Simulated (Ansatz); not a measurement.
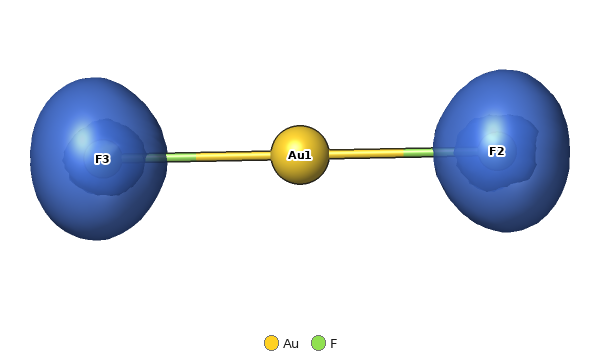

The picture shows: AuF2 (charge −1). Isosurface of the ELF at 0.75 (blue), seen from one side. Only the valence region is drawn (cores and ρ < 0.01 e/Å³ removed).

Geometry: PBE-D4/def2-TZVPD; core potentials replace the inner electrons of Au.

Theory: RKS PBE0-D4/def2-TZVPD in Ansatz.

Q: Describe the localisation domains.

A: The surface consists of two regions wrapped around F (the valence shell of each). Profiles from the grid: Au–F (2.00 Å): the ELF peaks at about 0.80 in the valence shell of F, 0.5 Å from its nucleus, and drops to about 0.15 between the two atoms.
